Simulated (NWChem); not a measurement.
# CH3ClO2Si (SMILES ClC1O[SiH2]O1) at 4 levels

We compute a comparison of 4 runs (HF/STO-3G, HF/3-21G, B3LYP/6-31G*) of CH3ClO2Si. 

Program for the calculation: NWChem 7.3.0.

**1. The system as given**

CH3ClO2Si: 8 atoms, total charge 0, spin state singlet. SMILES: `ClC1O[SiH2]O1`. Geometry: relaxed at PBE0-D4/def2-TZVP.

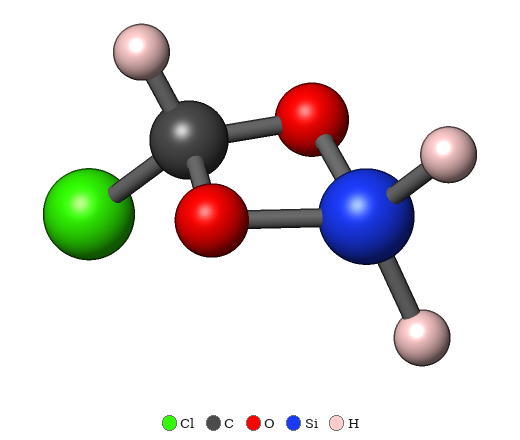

Viewed from a chosen angle; chlorine green, carbon dark grey, oxygen red, silicon blue, hydrogen pink.

**2. Energy and forces at HF/STO-3G (run 1)**

File mol.nw:

```
echo
START mol
memory 2200 mb
charge 0

GEOMETRY units angstroms noautosym nocenter noautoz
Cl   -2.195900    0.509700    0.974400
C    -0.524200    0.766600    0.397600
O     0.378500   -0.100700    1.032000
Si    0.716100   -0.757900   -0.470600
O    -0.384400    0.408700   -0.952100
H    -0.298600    1.817300    0.580700
H     2.098700   -0.537900   -0.945700
H     0.301900   -2.163000   -0.672100
END

BASIS "ao basis" spherical bse
* library STO-3G
END

SCF
thresh 1e-08
maxiter 80
END

TASK scf gradient
```

Started as:

```bash
$ nwchem mol.nw > mol.out
```

The program printed:

```text
[...]
  functions       =    36
[...]
  wavefunction    = RHF
[...]
         Total SCF energy =   -927.049223861545
      One-electron energy =  -1883.610458627438
      Two-electron energy =    656.435880504660
 Nuclear repulsion energy =    300.125354261233
        Time for solution =      1.6s
[...]
                         RHF ENERGY GRADIENTS
    atom               coordinates                        gradient
                 x          y          z           x          y          z
   1 Cl     -4.149649   0.963193   1.841349    0.035452   0.004208  -0.012552
   2 C      -0.990594   1.448664   0.751355   -0.003237  -0.030041  -0.006533
   3 O       0.715261  -0.190295   1.950197   -0.010167   0.007185  -0.020780
   4 Si      1.353233  -1.432223  -0.889305   -0.047204   0.059260   0.033396
   5 O      -0.726411   0.772331  -1.799208    0.006599  -0.003997   0.022994
   6 H      -0.564272   3.434199   1.097364    0.000229  -0.014160  -0.003714
   7 H       3.965968  -1.016484  -1.787114    0.026642   0.004733  -0.009026
   8 H       0.570508  -4.087477  -1.270085   -0.008313  -0.027188  -0.003784
[...]
```

Run time: 2.6 s. Hardware: 1 thread of AMD EPYC 9R45 (Zen 5), shared host; peak memory 0.099 GiB.

**3. Energy and forces at HF/3-21G (run 2)**

File ch3clo2si.nw:

```
start ch3clo2si
title "CH3ClO2Si gradient"
memory total 2200 mb
geometry noautosym nocenter noautoz
 Cl    -2.195900     0.509700     0.974400
 C     -0.524200     0.766600     0.397600
 O      0.378500    -0.100700     1.032000
 Si     0.716100    -0.757900    -0.470600
 O     -0.384400     0.408700    -0.952100
 H     -0.298600     1.817300     0.580700
 H      2.098700    -0.537900    -0.945700
 H      0.301900    -2.163000    -0.672100
end
basis "ao basis" spherical bse
 Cl library 3-21G
 C library 3-21G
 O library 3-21G
 Si library 3-21G
 H library 3-21G
end
scf
 thresh 1e-08
 maxiter 80
end
task scf gradient
```

Started as:

```bash
$ nwchem ch3clo2si.nw > ch3clo2si.out
```

The program printed:

```text
[...]
  functions       =    59
[...]
  wavefunction    = RHF
[...]
         Total SCF energy =   -932.998325321547
      One-electron energy =  -1887.025108050103
      Two-electron energy =    653.901428467324
 Nuclear repulsion energy =    300.125354261233
        Time for solution =      1.8s
[...]
                         RHF ENERGY GRADIENTS
    atom               coordinates                        gradient
                 x          y          z           x          y          z
   1 Cl     -4.149649   0.963193   1.841349    0.028984   0.007323  -0.009266
   2 C      -0.990594   1.448664   0.751355    0.003953  -0.073499  -0.020429
   3 O       0.715261  -0.190295   1.950197   -0.001722   0.000331  -0.022107
   4 Si      1.353233  -1.432223  -0.889305   -0.051775   0.065951   0.036861
   5 O      -0.726411   0.772331  -1.799208    0.012723  -0.009307   0.015579
   6 H      -0.564272   3.434199   1.097364    0.003665   0.014694   0.002372
   7 H       3.965968  -1.016484  -1.787114    0.003388  -0.000986  -0.001554
   8 H       0.570508  -4.087477  -1.270085    0.000784  -0.004507  -0.001458
[...]
```

Wall time 3 s (1 thread of AMD EPYC 9R45 (Zen 5), shared host); peak memory 0.098 GiB.

**4. Energy and gradient at B3LYP/6-31G(d) (spherical functions) (run 3)**

File ch3clo2si.nw:

```
start ch3clo2si
memory stack 880 mb heap 220 mb global 1100 mb

geometry units atomic noautosym nocenter noautoz
  Cl    -4.14964960     0.96319341     1.84134914
  C     -0.99059443     1.44866405     0.75135511
  O      0.71526134    -0.19029542     1.95019736
  Si     1.35323288    -1.43222343    -0.88930511
  O     -0.72641072     0.77233107    -1.79920824
  H     -0.56427222     3.43419929     1.09736396
  H      3.96596822    -1.01648368    -1.78711400
  H      0.57050832    -4.08747761    -1.27008493
end

basis "ao basis" spherical bse
  * library 6-31G*
end

dft
  xc b3lyp
  mult 1
  grid xfine
  convergence energy 1e-08
  maxiter 100
  mulliken
end

task dft gradient
```

Started as:

```bash
$ nwchem ch3clo2si.nw > ch3clo2si.out
```

The program printed:

```text
[...]
          Wavefunction type:  closed shell.
          No. of atoms     :     8
          No. of electrons :    56
[...]
          Charge           :     0
          Spin multiplicity:     1
[...]
          AO basis - number of functions:    84
[...]
              XC Information
              --------------
                         B3LYP Method XC Potential
                     Hartree-Fock (Exact) Exchange  0.200
                        Slater Exchange Functional  0.800 local
                    Becke 1988 Exchange Functional  0.720 non-local
              Lee-Yang-Parr Correlation Functional  0.810
                  VWN I RPA Correlation Functional  0.190 local
[...]
 d= 0,ls=0.0,diis     1   -939.9188775813 -1.24D+03  1.95D-02  1.33D+00     2.1
[...]
 d= 0,ls=0.0,diis     8   -940.0727727692  9.55D-09  6.15D-06  4.85D-07    13.6
         Total DFT energy =     -940.072772769178
      One electron energy =    -1894.155059430940
           Coulomb energy =      727.029912565368
    Exchange-Corr. energy =      -73.072958433054
 Nuclear repulsion energy =      300.125332529447
[...]
      Total Density - Mulliken Population Analysis
     ---------------------------------------------
    Atom       Charge   Shell Charges
 -----------   ------   -------------------------------------------------------
    1 Cl  17    17.04   2.00  2.00  5.97  1.42  3.61  0.52  1.49  0.02
    2 C    6     5.75   2.00  0.70  1.92  0.44  0.58  0.11
    3 O    8     8.53   2.00  0.91  2.92  0.98  1.71  0.03
    4 Si  14    13.19   2.00  2.00  5.96  0.96  1.63  0.16  0.16  0.32
    5 O    8     8.53   2.00  0.91  2.92  0.98  1.71  0.03
    6 H    1     0.80   0.54  0.26
    7 H    1     1.08   0.51  0.57
    8 H    1     1.08   0.51  0.56
[...]
  wavefunction    = closed shell
[...]
```

Wall time 20 s (1 thread of AMD EPYC 9R45 (Zen 5), shared host); peak memory 0.14 GiB.

**5. Energy and gradient at B3LYP/6-31G(d) (Cartesian functions) (run 4)**

File run.py:

```python
from ase import Atoms
from ase.calculators.nwchem import NWChem

mol = Atoms('ClCOSiOHHH', positions=[
    [-2.195900, 0.509700, 0.974400],
    [-0.524200, 0.766600, 0.397600],
    [0.378500, -0.100700, 1.032000],
    [0.716100, -0.757900, -0.470600],
    [-0.384400, 0.408700, -0.952100],
    [-0.298600, 1.817300, 0.580700],
    [2.098700, -0.537900, -0.945700],
    [0.301900, -2.163000, -0.672100],
])

calc = NWChem(
    label='sp',
    theory='dft',
    memory='2200 mb',
    basis='6-31G*',
    dft={'xc': 'b3lyp', 'mult': '1', 'grid': 'xfine', 'convergence': 'energy 1e-08', 'iterations': '100', 'mulliken': None},
)
mol.calc = calc

forces = mol.get_forces()
print(f"energy = {mol.get_potential_energy():.6f} eV")
print("forces (eV/A):")
for s, f in zip(mol.symbols, forces):
    print(f"{s:2s} {f[0]:10.5f} {f[1]:10.5f} {f[2]:10.5f}")
print("dipole (e A):", mol.get_dipole_moment().round(4))
```

Started as:

```bash
$ export ASE_NWCHEM_COMMAND="nwchem PREFIX.nwi > PREFIX.nwo"
$ python run.py
```

The program printed:

```text
energy = -25580.900711 eV
forces (eV/A):
Cl   -0.60190   -0.07065    0.21335
C     0.09539    0.47288    0.08623
O     0.16291    0.00468    0.67970
Si    0.54867   -0.70212   -0.39194
O    -0.30545    0.31727   -0.54255
H     0.03800    0.04438   -0.00355
H     0.04834   -0.01625   -0.02283
H     0.01409   -0.05019   -0.01836
dipole (e A): [ 0.4673 -0.1276 -0.2124]
```

The calculator wrote sp.nwi:

```
title "sp"

permanent_dir sp

scratch_dir sp

start sp

geometry units angstrom nocenter noautosym noautoz
  Cl -2.1959000000000000e+00 5.0970000000000004e-01 9.7440000000000004e-01
  C  -5.2420000000000000e-01 7.6659999999999995e-01 3.9760000000000001e-01
  O  3.7850000000000000e-01 -1.0070000000000000e-01 1.0320000000000000e+00
  Si 7.1609999999999996e-01 -7.5790000000000002e-01 -4.7060000000000002e-01
  O  -3.8440000000000002e-01 4.0870000000000001e-01 -9.5209999999999995e-01
  H  -2.9859999999999998e-01 1.8172999999999999e+00 5.8069999999999999e-01
  H  2.0987000000000000e+00 -5.3790000000000004e-01 -9.4569999999999999e-01
  H  3.0190000000000000e-01 -2.1629999999999998e+00 -6.7210000000000003e-01
end

memory 2200 mb

basis noprint
   * library 6-31G*
end

dft
  xc b3lyp
  mult 1
  grid xfine
  convergence energy 1e-08
  iterations 100
  mulliken
end

task dft gradient
```

sp.nwo:

```text
Northwest Computational Chemistry Package (NWChem) 7.3.0
             --------------------------------------------------------

           Job information
           ---------------

    nwchem branch   = 7.3.0
    use scalapack   = T
    input           = sp.nwi
    prefix          = sp.
    data base       = sp/sp.db
    status          = startup
    nproc           =        1

           Memory information
           ------------------

[... 5 lines left out ...]
    hardfail = no
[... 110 lines left out ...]
  convergence criterion.
[... 44 lines left out ...]
          Spatial weights used:  Erf1
[... 32 lines left out ...]
 1-e energy   =   -1891.847723
[... 48 lines left out ...]
           Coulomb energy =      726.851427684795
[... 691 lines left out ...]
          Convergence on density requested:  1.00D-05
[... 30 lines left out ...]
          total energy or number of iterations.
[... 36 lines left out ...]
                 ----------------------------------------
                 |  Time  |  1-e(secs)   |  2-e(secs)   |
                 ----------------------------------------
                 |  CPU   |       0.00   |       4.25   |
                 ----------------------------------------
                 |  WALL  |       0.00   |       4.25   |
                 ----------------------------------------

 Task  times  cpu:       24.3s     wall:       24.3s
 Total times  cpu:       24.4s     wall:       24.4s
```

Wall time 25 s (1 thread of AMD EPYC 9R45 (Zen 5), shared host); peak memory 0.14 GiB.

**6. The series**

```csv
run,level,iteration cap,module,energy (Eh),dipole moment (D),HOMO energy (eV),LUMO energy (eV),wall time
1,HF/STO-3G,80,scf,-927.049224,3.93,-9.36,9.44,2.6 s
2,HF/3-21G,80,scf,-932.998325,3.28,-12.12,2.91,3 s
3,B3LYP/6-31G* (spherical functions),100,dft,-940.072773,2.54,-8.36,-0.87,20 s
4,B3LYP/6-31G* (Cartesian functions),100,dft,-940.080769,2.54,-8.36,-0.91,25 s
```

**7. What came out**

```
                       quantity          value
            run 4: total energy  -940.08077 Eh
           run 4: dipole moment         2.54 D
             run 4: HOMO energy       -8.36 eV
             run 4: LUMO energy       -0.91 eV
           run 4: HOMO–LUMO gap        7.45 eV
run 4: largest force on an atom     0.973 eV/Å
```

What this shows: The dipole moment (its size) runs from 2.54 D (B3LYP/6-31G*) to 3.93 D (HF/STO-3G). The two ends differ in method and basis. The HOMO–LUMO gap runs from 7.45 eV (B3LYP/6-31G*) to 18.80 eV (HF/STO-3G). In run 1 the basis is minimal, so the values are rough. All runs together took 51 s, the longest 25 s.
